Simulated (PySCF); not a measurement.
## Electronic structure of C4H6ClN (SMILES [H]/N=C\C(C)=C\Cl) in real space

```xyz
12

C     0.0358   -0.4079   -0.6984
C    -0.2655    0.6207    0.2998
C    -1.4451    0.6045    1.0874
N    -2.4903   -0.1121    0.9015
C     0.6286    1.5948    0.4618
Cl    2.0680    1.6749   -0.4904
H    -0.3658   -0.2197   -1.6856
H     1.0719   -0.5270   -0.9556
H    -0.2606   -1.4349   -0.4407
H    -1.5107    1.2817    1.9503
H    -2.4200   -0.7437    0.0937
H     0.7056    2.3593    1.2579
```

Geometry: GFN2-xTB, MD frame at 250 fs, 300 K.

Theory: PBE0/def2-SVPD, SCF density, gas phase in PySCF 2.14.0.

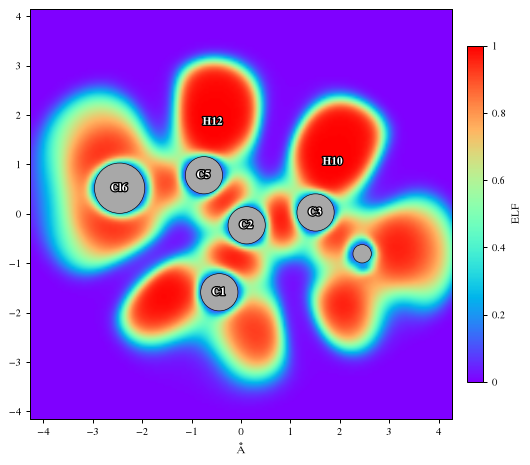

Figure 1. Electron localisation function on the plane of atoms C3, C2 and C5. Grey discs cover the atomic cores.

Q: What does the map show?

A: Atoms in the plane: C, Cl and H.
C–C (1.33 Å): the ELF peaks at about 0.95 between the atoms (a short, multiple covalent bond).
C–Cl (1.73 Å): the ELF peaks at about 0.90 between the atoms, as expected for a shared electron pair.
C–C (1.42 Å): the ELF peaks at about 0.95 between the atoms; a covalent bond.
C–C (1.46 Å): the ELF peaks at about 0.95 between the atoms; localised, covalent bonding.
C–H (1.10 Å): the ELF climbs to about 1 towards the hydrogen, as it does in any bond to H (a covalent bond by its length).
The ELF also peaks beside N4 and Cl6, away from the bonds: lone-pair regions.

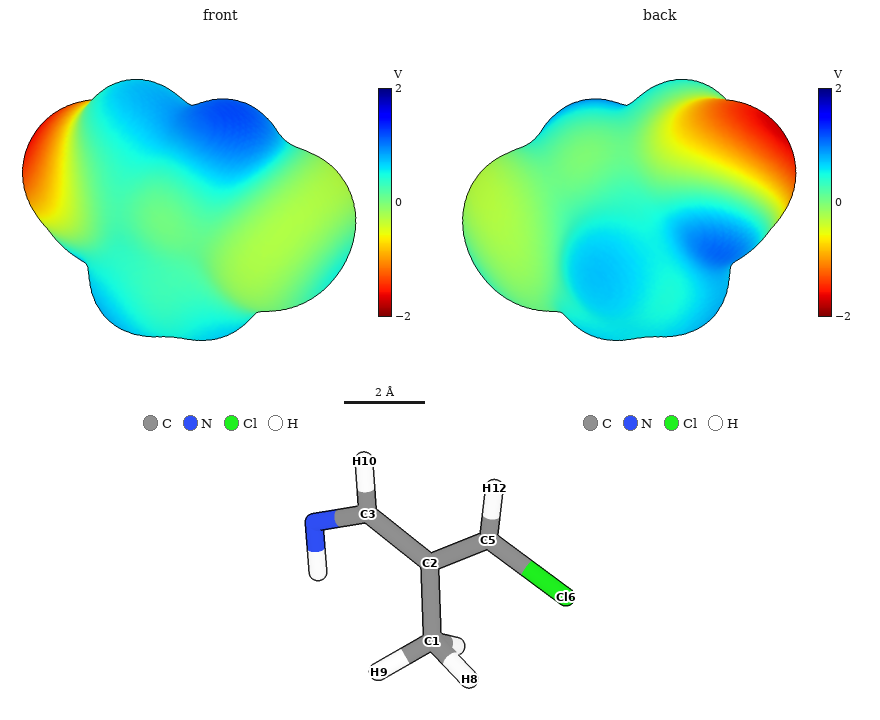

Figure 2. The electrostatic potential painted on the density surface at 0.001 e/bohr³, seen from the front and from behind; red is negative and blue positive. The bare structure is drawn below in the same view.

Q: Where is the surface potential most negative and most positive?

A: The most negative region (about −1.6 V) lies over N4, the most positive (about +1.2 V) over H12. Cl6 shows a σ-hole: about +0.5 V at the tip opposite its bond, against about −0.1 V on its flanks. N4 is the likeliest acceptor of a hydrogen bond.

Q: How polar is the molecule by this calculation?

A: Its dipole moment is 1.60 D.

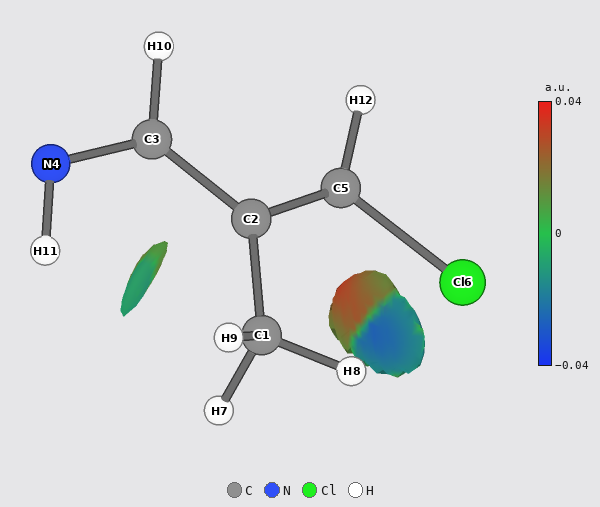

Figure 3. Non-covalent interaction (NCI) plot: the surface where the reduced density gradient is 0.6, for densities under 0.05 a.u., coloured by sign(λ₂)ρ; seen at a tilt.

Q: What holds or crowds the atoms apart from the covalent bonds?

A:
- H8···Cl6 (2.5 Å): a weak contact, attractive (blue-green) on one side and crowded (olive to red) on the other
- Near H11, H9 and C1: mostly steric crowding (olive to red)
